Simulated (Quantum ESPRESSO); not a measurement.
## MnSi15 (Si32 Mn2 d2p35): parallel and opposed starts

Wanted: the moments of MnSi15 (Si32 Mn2 d2p35) and the energy of each order that was tried.

Calculated with Quantum ESPRESSO 7.5; PBE; plane waves with GBRV 1.5 PBE potentials, no spin-orbit coupling.

**1. Starting point**

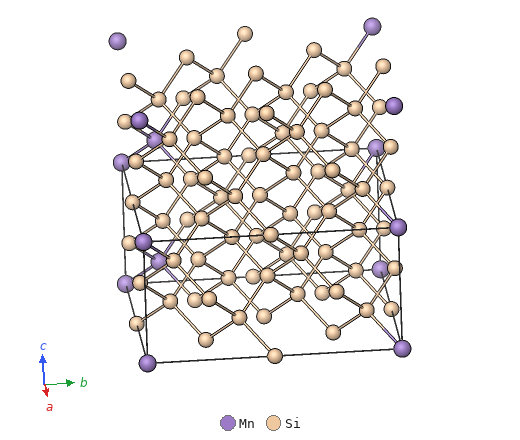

The cell as given, slightly off an axis (manganese light purple, silicon light orange). 1×1×2 cells are drawn. Bonds to atoms that aren't drawn are left out. Some periodic images of atoms are drawn too.

The cell was typed by rule, not taken from a database of measured structures.

**2. Start 1: ferro ++**

The signs are those of the starting moments on the seeded atoms, the atoms that are given a moment.

File pw.in:

```
&CONTROL
  calculation = 'scf'
  prefix = 'pwscf'
  outdir = './tmp'
  pseudo_dir = './pseudo'
  disk_io = 'nowf'
/
&SYSTEM
  ibrav = 0
  celldm(1) = 8
  nat = 32
  ntyp = 2
  ecutwfc = 40
  ecutrho = 280
  nbnd = 107
  occupations = 'smearing'
  smearing = 'fd'
  degauss = 0.00367493
  nspin = 2
  starting_magnetization(1) = 0.3
  starting_magnetization(2) = 0
/
&ELECTRONS
  conv_thr = 6.4d-08
  electron_maxstep = 150
  mixing_beta = 0.3
/
ATOMIC_SPECIES
Mn     54.9380 mn_pbe_v1.5.uspp.F.UPF
Si     28.0850 si_pbe_v1.uspp.F.UPF
CELL_PARAMETERS alat
   2.5657756457106    0.0000000000000    0.0000000000000
   0.0000000000000    2.5657756457106    0.0000000000000
   0.0000000000000    0.0000000000000    1.2828878228553
ATOMIC_POSITIONS crystal
Mn      0.0000000000    0.0000000000    0.0000000000
Mn      0.1250000000    0.1250000000    0.2500000000
Si      0.0000000000    0.2500000000    0.5000000000
Si      0.1250000000    0.3750000000    0.7500000000
Si      0.2500000000    0.0000000000    0.5000000000
Si      0.3750000000    0.1250000000    0.7500000000
Si      0.2500000000    0.2500000000    0.0000000000
Si      0.3750000000    0.3750000000    0.2500000000
Si      0.0000000000    0.5000000000    0.0000000000
Si      0.1250000000    0.6250000000    0.2500000000
Si      0.0000000000    0.7500000000    0.5000000000
Si      0.1250000000    0.8750000000    0.7500000000
Si      0.2500000000    0.5000000000    0.5000000000
Si      0.3750000000    0.6250000000    0.7500000000
Si      0.2500000000    0.7500000000    0.0000000000
Si      0.3750000000    0.8750000000    0.2500000000
Si      0.5000000000    0.0000000000    0.0000000000
Si      0.6250000000    0.1250000000    0.2500000000
Si      0.5000000000    0.2500000000    0.5000000000
Si      0.6250000000    0.3750000000    0.7500000000
Si      0.7500000000    0.0000000000    0.5000000000
Si      0.8750000000    0.1250000000    0.7500000000
Si      0.7500000000    0.2500000000    0.0000000000
Si      0.8750000000    0.3750000000    0.2500000000
Si      0.5000000000    0.5000000000    0.0000000000
Si      0.6250000000    0.6250000000    0.2500000000
Si      0.5000000000    0.7500000000    0.5000000000
Si      0.6250000000    0.8750000000    0.7500000000
Si      0.7500000000    0.5000000000    0.5000000000
Si      0.8750000000    0.6250000000    0.7500000000
Si      0.7500000000    0.7500000000    0.0000000000
Si      0.8750000000    0.8750000000    0.2500000000
K_POINTS automatic
3 3 5 0 0 0
```

Started as:

```sh
$ OMP_NUM_THREADS=1 mpirun -n 4 pw.x -nk 4 -in pw.in > pw.out
```

What it wrote:

```text
Program PWSCF v.7.5 starts

     Message from routine setup:
     using ibrav=0 with symmetry is DISCOURAGED, use correct ibrav instead

     K-points division:     npool     =       4
     Subspace diagonalization in iterative solution of the eigenvalue problem:

     G-vector sticks info
     --------------------
     sticks:   dense  smooth     PW     G-vecs:    dense   smooth      PW
     Sum        9393    5377   1473               342127   147905   21125

     Using Slab Decomposition

     bravais-lattice index     =            0
     lattice parameter (alat)  =       8.0000  a.u.
     unit-cell volume          =    4324.1027 (a.u.)^3
     number of atoms/cell      =           32
     number of atomic types    =            2
     number of electrons       =       150.00
     number of Kohn-Sham states=          107
     kinetic-energy cutoff     =      40.0000  Ry
     charge density cutoff     =     280.0000  Ry
     scf convergence threshold =      6.4E-08
     mixing beta               =       0.3000
     number of iterations used =            8  plain     mixing
     Exchange-correlation= SLA  PW   PBE  PBE
                           (   1   4   3   4   0   0   0)

     celldm(1)=   8.000000  celldm(2)=   0.000000  celldm(3)=   0.000000
     celldm(4)=   0.000000  celldm(5)=   0.000000  celldm(6)=   0.000000

     crystal axes: (cart. coord. in units of alat)
               a(1) = (   2.565776   0.000000   0.000000 )
               a(2) = (   0.000000   2.565776   0.000000 )
               a(3) = (   0.000000   0.000000   1.282888 )

     reciprocal axes: (cart. coord. in units 2 pi/alat)
               b(1) = (  0.389746  0.000000  0.000000 )
               b(2) = (  0.000000  0.389746  0.000000 )
               b(3) = (  0.000000  0.000000  0.779491 )

     PseudoPot. # 1 for Mn read from file:
     mn_pbe_v1.5.uspp.F.UPF
     Pseudo is Ultrasoft + core correction, Zval = 15.0
     Generated by new atomic code, or converted to UPF format
     Using radial grid of  859 points,  6 beta functions with:
                l(1) =   0
                l(2) =   0
                l(3) =   1
                l(4) =   1
                l(5) =   2
                l(6) =   2
     Q(r) pseudized with  8 coefficients,  rinner =    0.950   0.950   0.950
                                                       0.950   0.950

     PseudoPot. # 2 for Si read from file:
     si_pbe_v1.uspp.F.UPF
     Pseudo is Ultrasoft + core correction, Zval =  4.0
     Generated by new atomic code, or converted to UPF format
     Using radial grid of  899 points,  6 beta functions with:
                l(1) =   0
                l(2) =   0
                l(3) =   1
                l(4) =   1
                l(5) =   2
                l(6) =   2
     Q(r) pseudized with  8 coefficients,  rinner =    0.900   0.900   0.900
                                                       0.900   0.900

     atomic species   valence    mass     pseudopotential
     Mn               15.00    54.93800     Mn( 1.00)
     Si                4.00    28.08500     Si( 1.00)

     Starting magnetic structure
     atomic species   magnetization
     Mn              0.300
     Si              0.000

      2 Sym. Ops. (no inversion) found

   Cartesian axes

     site n.     atom                  positions (alat units)
         1        Mn     tau(   1) = (   0.0000000   0.0000000   0.0000000  )
         2        Mn     tau(   2) = (   0.3207220   0.3207220   0.3207220  )
         3        Si     tau(   3) = (   0.0000000   0.6414439   0.6414439  )
         4        Si     tau(   4) = (   0.3207220   0.9621659   0.9621659  )
         5        Si     tau(   5) = (   0.6414439   0.0000000   0.6414439  )
         6        Si     tau(   6) = (   0.9621659   0.3207220   0.9621659  )
         7        Si     tau(   7) = (   0.6414439   0.6414439   0.0000000  )
         8        Si     tau(   8) = (   0.9621659   0.9621659   0.3207220  )
         9        Si     tau(   9) = (   0.0000000   1.2828878   0.0000000  )
        10        Si     tau(  10) = (   0.3207220   1.6036098   0.3207220  )
        11        Si     tau(  11) = (   0.0000000   1.9243317   0.6414439  )
        12        Si     tau(  12) = (   0.3207220   2.2450537   0.9621659  )
        13        Si     tau(  13) = (   0.6414439   1.2828878   0.6414439  )
        14        Si     tau(  14) = (   0.9621659   1.6036098   0.9621659  )
        15        Si     tau(  15) = (   0.6414439   1.9243317   0.0000000  )
        16        Si     tau(  16) = (   0.9621659   2.2450537   0.3207220  )
        17        Si     tau(  17) = (   1.2828878   0.0000000   0.0000000  )
        18        Si     tau(  18) = (   1.6036098   0.3207220   0.3207220  )
        19        Si     tau(  19) = (   1.2828878   0.6414439   0.6414439  )
        20        Si     tau(  20) = (   1.6036098   0.9621659   0.9621659  )
        21        Si     tau(  21) = (   1.9243317   0.0000000   0.6414439  )
        22        Si     tau(  22) = (   2.2450537   0.3207220   0.9621659  )
        23        Si     tau(  23) = (   1.9243317   0.6414439   0.0000000  )
        24        Si     tau(  24) = (   2.2450537   0.9621659   0.3207220  )
        25        Si     tau(  25) = (   1.2828878   1.2828878   0.0000000  )
        26        Si     tau(  26) = (   1.6036098   1.6036098   0.3207220  )
        27        Si     tau(  27) = (   1.2828878   1.9243317   0.6414439  )
        28        Si     tau(  28) = (   1.6036098   2.2450537   0.9621659  )
        29        Si     tau(  29) = (   1.9243317   1.2828878   0.6414439  )
        30        Si     tau(  30) = (   2.2450537   1.6036098   0.9621659  )
        31        Si     tau(  31) = (   1.9243317   1.9243317   0.0000000  )
        32        Si     tau(  32) = (   2.2450537   2.2450537   0.3207220  )

     number of k points=    16  Fermi-Dirac smearing, width (Ry)=  0.0037
                       cart. coord. in units 2pi/alat
        k(    1) = (   0.0000000   0.0000000   0.0000000), wk =   0.0222222
        k(    2) = (   0.0000000   0.0000000   0.1558983), wk =   0.0444444
        k(    3) = (   0.0000000   0.0000000   0.3117966), wk =   0.0444444
        k(    4) = (   0.0000000   0.1299152   0.0000000), wk =   0.0888889
        k(    5) = (   0.0000000   0.1299152   0.1558983), wk =   0.0888889
        [... 11 further k-points ...]

     Dense  grid:   342127 G-vectors     FFT dimensions: ( 120, 120,  60)

     Smooth grid:   147905 G-vectors     FFT dimensions: (  90,  90,  45)

     Check: negative core charge=   -0.000006
     Generating pointlists ...
     new r_m :   0.2291 (alat units)  1.8332 (a.u.) for type    1
     new r_m :   0.2291 (alat units)  1.8332 (a.u.) for type    2

     Initial potential from superposition of free atoms

     starting charge     148.9797, renormalised to     150.0000
     Starting wfcs are  146 randomized atomic wfcs

     Self-consistent Calculation

     iteration #  1     ecut=    40.00 Ry     beta= 0.30
     Davidson diagonalization with overlap
     ethr =  1.00E-02,  avg # of iterations =  3.1

     total energy              =    -700.87151031 Ry
     estimated scf accuracy    <      21.14425567 Ry

     total magnetization       =     3.52 Bohr mag/cell
     absolute magnetization    =     4.02 Bohr mag/cell

     iteration #  2     ecut=    40.00 Ry     beta= 0.30
     Davidson diagonalization with overlap
     ethr =  1.00E-02,  avg # of iterations =  4.0

     total energy              =    -701.83199167 Ry
     estimated scf accuracy    <     207.88291626 Ry

     total magnetization       =     0.21 Bohr mag/cell
     absolute magnetization    =     0.52 Bohr mag/cell

     iteration #  3     ecut=    40.00 Ry     beta= 0.30
     Davidson diagonalization with overlap
     ethr =  1.00E-02,  avg # of iterations =  4.8

     total energy              =    -709.04656494 Ry
     estimated scf accuracy    <      30.04820380 Ry

     total magnetization       =     2.26 Bohr mag/cell
     absolute magnetization    =     2.95 Bohr mag/cell

     [... further iterations left out ...]

     iteration # 28     ecut=    40.00 Ry     beta= 0.30
     Davidson diagonalization with overlap
     ethr =  4.14E-10,  avg # of iterations =  2.2

     total energy              =    -709.97801982 Ry
     estimated scf accuracy    <       0.00000182 Ry

     total magnetization       =     2.30 Bohr mag/cell
     absolute magnetization    =     3.87 Bohr mag/cell

     iteration # 29     ecut=    40.00 Ry     beta= 0.30
     Davidson diagonalization with overlap
     ethr =  4.14E-10,  avg # of iterations =  2.0

     total energy              =    -709.97802029 Ry
     estimated scf accuracy    <       0.00000058 Ry

     total magnetization       =     2.30 Bohr mag/cell
     absolute magnetization    =     3.87 Bohr mag/cell

     iteration # 30     ecut=    40.00 Ry     beta= 0.30
     Davidson diagonalization with overlap
     ethr =  3.88E-10,  avg # of iterations =  2.0

     total energy              =    -709.97802057 Ry
     estimated scf accuracy    <       0.00000009 Ry

     total magnetization       =     2.30 Bohr mag/cell
     absolute magnetization    =     3.87 Bohr mag/cell

     iteration # 31     ecut=    40.00 Ry     beta= 0.30
     Davidson diagonalization with overlap
     ethr =  5.94E-11,  avg # of iterations =  4.0

     Magnetic moment per site  (integrated on atomic sphere of radius R)
     atom   1 (R=0.229)  charge= 13.0178  magn=  1.3643
     atom   2 (R=0.229)  charge= 13.0175  magn=  1.3709
     atom   3 (R=0.229)  charge=  1.8258  magn= -0.0359
     atom   4 (R=0.229)  charge=  1.8188  magn=  0.0007
     atom   5 (R=0.229)  charge=  1.8258  magn= -0.0359
     atom   6 (R=0.229)  charge=  1.8188  magn=  0.0007
     atom   7 (R=0.229)  charge=  1.8291  magn= -0.0385
     atom   8 (R=0.229)  charge=  1.8221  magn=  0.0006
     atom   9 (R=0.229)  charge=  1.8229  magn= -0.0052
     atom  10 (R=0.229)  charge=  1.8229  magn= -0.0052
     atom  11 (R=0.229)  charge=  1.8188  magn=  0.0007
     atom  12 (R=0.229)  charge=  1.8258  magn= -0.0357
     atom  13 (R=0.229)  charge=  1.8240  magn= -0.0043
     atom  14 (R=0.229)  charge=  1.8239  magn= -0.0034
     atom  15 (R=0.229)  charge=  1.8208  magn= -0.0025
     atom  16 (R=0.229)  charge=  1.8208  magn= -0.0025
     atom  17 (R=0.229)  charge=  1.8229  magn= -0.0052
     atom  18 (R=0.229)  charge=  1.8229  magn= -0.0052
     atom  19 (R=0.229)  charge=  1.8240  magn= -0.0043
     atom  20 (R=0.229)  charge=  1.8239  magn= -0.0034
     atom  21 (R=0.229)  charge=  1.8188  magn=  0.0007
     atom  22 (R=0.229)  charge=  1.8258  magn= -0.0357
     atom  23 (R=0.229)  charge=  1.8208  magn= -0.0025
     atom  24 (R=0.229)  charge=  1.8208  magn= -0.0025
     atom  25 (R=0.229)  charge=  1.8233  magn= -0.0051
     atom  26 (R=0.229)  charge=  1.8233  magn= -0.0051
     atom  27 (R=0.229)  charge=  1.8239  magn= -0.0035
     atom  28 (R=0.229)  charge=  1.8240  magn= -0.0043
     atom  29 (R=0.229)  charge=  1.8239  magn= -0.0035
     atom  30 (R=0.229)  charge=  1.8240  magn= -0.0043
     atom  31 (R=0.229)  charge=  1.8221  magn=  0.0006
     atom  32 (R=0.229)  charge=  1.8291  magn= -0.0383

     End of self-consistent calculation

     [... lines left out ...]
     the Fermi energy is     6.2329 ev

!    total energy              =    -709.97802077 Ry
     estimated scf accuracy    <       0.00000005 Ry
     smearing contrib. (-TS)   =      -0.00300957 Ry
     internal energy E=F+TS    =    -709.97501120 Ry

     The total energy is F=E-TS. E is the sum of the following terms:
     one-electron contribution =    -427.87547636 Ry
     hartree contribution      =     274.05996569 Ry
     xc contribution           =    -182.02451138 Ry
     ewald contribution        =    -374.13498915 Ry

     total magnetization       =     2.29 Bohr mag/cell
     absolute magnetization    =     3.87 Bohr mag/cell

     convergence has been achieved in  31 iterations

=------------------------------------------------------------------------------=
   JOB DONE.
=------------------------------------------------------------------------------=
```

It took 28 min on 4 MPI ranks of Arm Neoverse V2, shared host; peak memory 3.8 GiB; 1.8 h of CPU time.

Spin moment in the atom's sphere by element, in μB:

```tsv
element	atoms	mean	spread (r.m.s.)	least	largest
Mn	2	1.37	0.00	1.36	1.37
Si	30	-0.01	0.01	-0.04	0.00
```

The atoms farthest from the mean of their element:

```tsv
atom	x, y, z (Å)	spin moment in the atom's sphere (μB)
Si7	2.72, 2.72, 0.00	-0.04
Si32	9.50, 9.50, 1.36	-0.04
Si5	2.72, 0.00, 2.72	-0.04
Si3	0.00, 2.72, 2.72	-0.04
Si22	9.50, 1.36, 4.07	-0.04
Si12	1.36, 9.50, 4.07	-0.04
Si6	4.07, 1.36, 4.07	0.00
Si4	1.36, 4.07, 4.07	0.00
```

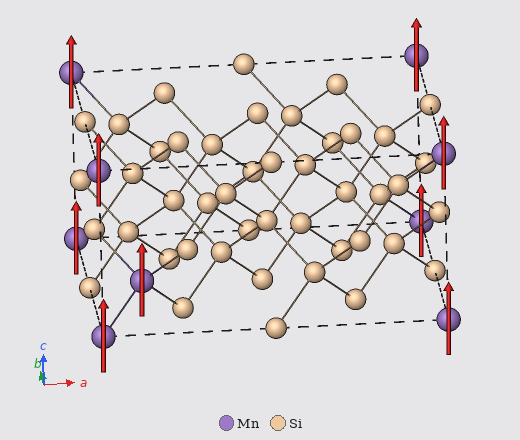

Spin moment in the atom's sphere as arrows, the longest 1.37 μB. Up and down stand for the sign. Arrows give size and sign along the axis of quantisation, drawn up and down the page. Bonds to atoms that aren't drawn are left out. Some periodic images of atoms are drawn too.

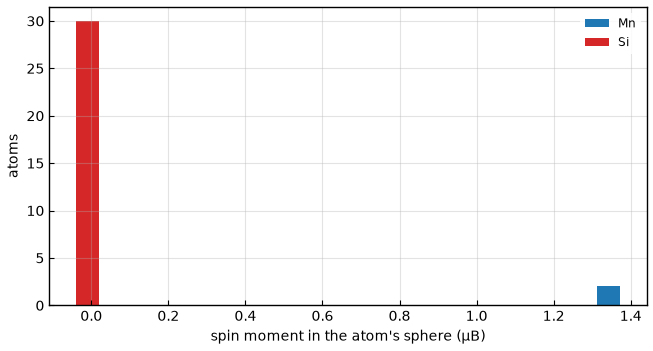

Spin moment in the atom's sphere as a stacked histogram.

Numbers from this step:

| Item | Value |
| --- | --- |
| smearing term TS | 0.04095 eV |
| magnetization | 2.295 μB |
| absolute magnetization | 3.866 μB |
| final state | ferromagnetic |

(Continued in part 2 of 2.)

[Logs and program files are shortened in this print: banners, set-up blocks, solver, clock and traceback lines can be left out without a mark of their own.]

[Logs are printed without paths, hosts, clocks, repeated set-up lines and the standing remarks that a program may print on its own settings, such as how far it seeks lower states.]

[Hosts, paths, dates, database ids (printed as entryN), source tags and the programs' standing remarks are cut or masked in the printed files.]

[Where a cell is said to come from a database of computed structures, the database is the Materials Project.]
